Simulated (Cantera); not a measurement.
Feed: 1 mol SiCl4, 3.1 mol HCl, 680 mol H2, equilibrated at 100000 Pa.

Method: chemical equilibrium by Gibbs-energy minimisation in Cantera with the NASA 1993 tables (ideal gas, pure condensed phases). Candidate condensed phases: Si; 19 gas species. The tables' values for SiCl3 are old estimates; treat these amounts as uncertain. Gases not in the tables: Si2H6 and higher silanes. The numbers say what is thermodynamically allowed, not how fast it happens.

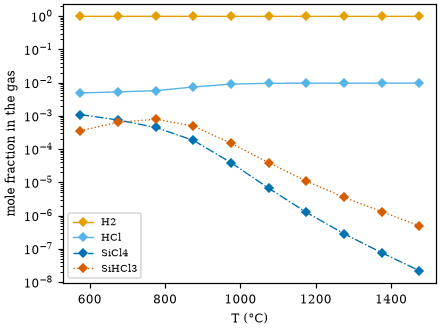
Fig. 1. Equilibrium gas composition (values under 1e-9 drawn at 1e-9)

Q: Read off the mole fractions at 575 °C.

A: H2 about 0.99, HCl about 0.0049, SiCl4 about 0.0011, SiHCl3 about 0.00036.
